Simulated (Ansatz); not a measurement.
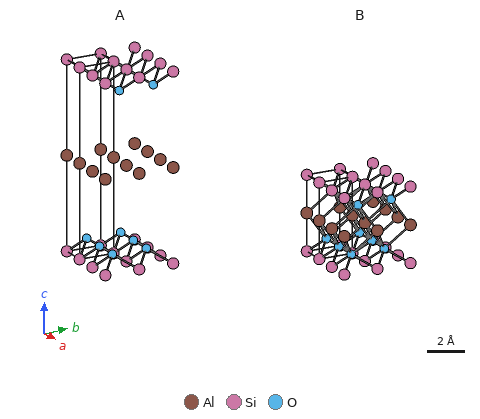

Two geometries of solid AlSiO2 (a generated structure, set up in P-3m1) (coarse preliminary run), drawn at one scale. One is the start of a relaxation, the other its converged end. A ball-and-stick model of the cell of the calculation, repeated 3 × 2 × 1 with one cell outlined, seen slightly off an axis.

Level of theory: DFT PBE, scalar-relativistic, plane waves, PAW in Ansatz. Settings: plane-wave cutoff 420 eV; k-point mesh 6 × 6 × 4; occupations gaussian; smearing width 0.1 eV; no spin polarisation; cell and atoms relaxed; force threshold 0.04 eV/Å; at most 70 steps.

Which one is relaxed?

Answer. Structure A is the relaxed one. The largest moves relative to the cell, 1.30 Å, are those of O atoms. Al and Si stay in place. Cell: a = b 2.612 → 2.681 Å (+2.6 %), c 4.307 → 10.800 Å (+150.8 %). Volume +164.0 %. Some distances before and after: Al–Si 2.153 → 5.400 Å, Al–O 1.970 → 4.740 Å, O–Si 1.749 → 1.800 Å. Bonds break: Al–O (1.97 → 4.74 Å). The space group stays P-3m1 (No. 164). The energy falls by 15.280 eV per cell of the calculation in 37 accepted moves (44 points after the start). The largest force component goes from 2.2 to 0.012 eV/Å. Pressure: 242.16 GPa at the start and 0.08 GPa at the end. The SCF was repeated 7 times at an unchanged geometry on a basis and grid sized afresh for the cell, which shifted the energy by 1.442 eV per cell of the calculation at most. Cost: 70 s on 1 thread of Intel(R) Xeon(R) Platinum 8488C (Sapphire Rapids), on a shared host, peak memory 0.38 GiB.

Limits of the set-up: the k-point mesh is coarse for a cell with partly filled bands.
